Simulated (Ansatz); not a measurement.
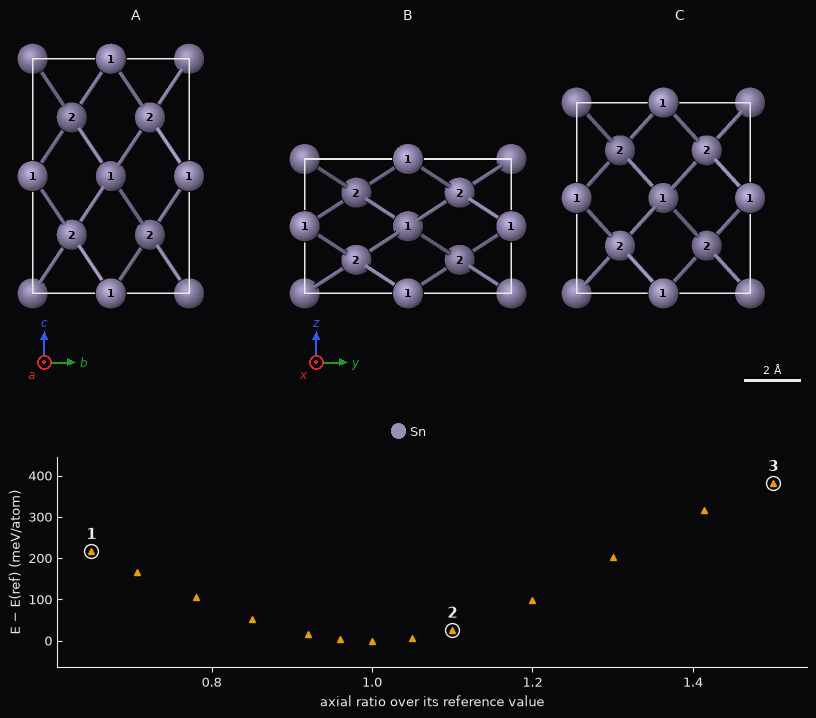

A crystal of Sn (Fd-3m): the ratio of the cell's length along z to its lengths across, counted as 1 for the reference, is changed at fixed volume (a tetragonal or Bain path), with the atoms kept at their fractional coordinates. x, y and z are the Cartesian axes of the input. The frames are shuffled; the numbered points of the plot belong to them. Style: ball-and-stick. Shown: the conventional cell (4 times the calculation's cell), along the a axis. Lengths and directions refer to the drawn axes.

Method: Ansatz, DFT r2SCAN, scalar-relativistic, plane waves, PAW. Settings: plane-wave cutoff 500 eV; k-point mesh 14 × 14 × 14; occupations gaussian; smearing width 0.15 eV; no spin polarisation. Energies (free energies at the smearing named) are counted from the cell as listed in its source, which wasn't relaxed.

### Which frame belongs to which numbered point?

Point 1 is frame B (the relative ratio 0.65, 216 meV/atom); 2 is frame C (the relative ratio 1.10, 26 meV/atom); 3 is frame A (the relative ratio 1.50, 381 meV/atom). The lowest computed point lies at the relative ratio 1.00 (0 meV/atom). At the ends of the scan the energy is 216 meV/atom (0.65) and 381 meV/atom (1.50). The unrelaxed reference is under a pressure of 1.6 GPa. The distortion takes the space group from Fd-3m to I4_1/amd. At the relative ratio 1.50 the cell of the drawing goes a 6.491 → 5.671 Å, b 6.491 → 5.671 Å, c 6.491 → 8.506 Å.
